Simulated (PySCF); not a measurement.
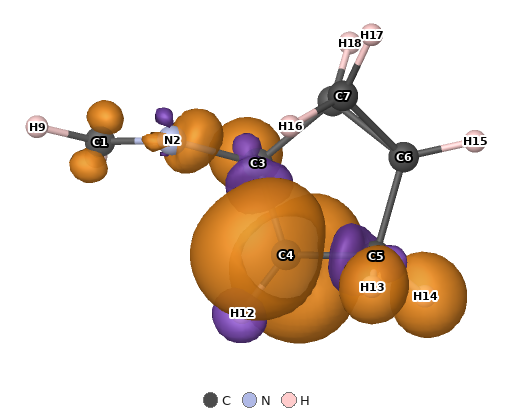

*C$_{7}$H$_{10}$N (doublet). Isosurfaces of the spin density (α minus β) at +0.015 (orange) and −0.015 e/Å³ (purple), seen at a tilt.*

Geometry: GFN2-xTB.

These are results of UKS B3LYP, pcH-1 on C H N, non-relativistic, mean-field spin-orbit, GIAO in PySCF 2.14.0, density-fitted response routines, not measurements.

```xyz
18

C     2.8328    0.2042   -0.4915
N     1.5948    0.3729   -0.5505
C     0.7333   -0.1363    0.4922
C     0.0062   -1.3286   -0.0158
C    -1.4669   -1.1932    0.0369
C    -1.7009    0.2203    0.5291
C    -1.1836    1.3123   -0.3546
C    -0.3701    0.8564    0.8192
H     3.4394    0.5631   -1.3103
H     3.3578   -0.2864    0.3369
H     1.3284   -0.3837    1.3969
H     0.5119   -2.1522   -0.4833
H    -1.9312   -1.3734   -0.9412
H    -1.9078   -1.9279    0.7253
H    -2.5634    0.4059    1.1524
H    -0.8220    1.0486   -1.3357
H    -1.6526    2.2827   -0.2977
H    -0.2148    1.5215    1.6554
```

**Describe the spin distribution.**

The unpaired spin (1 electron) lies mostly on C4 (about 0.7), in electrons by Hirshfeld's partition.
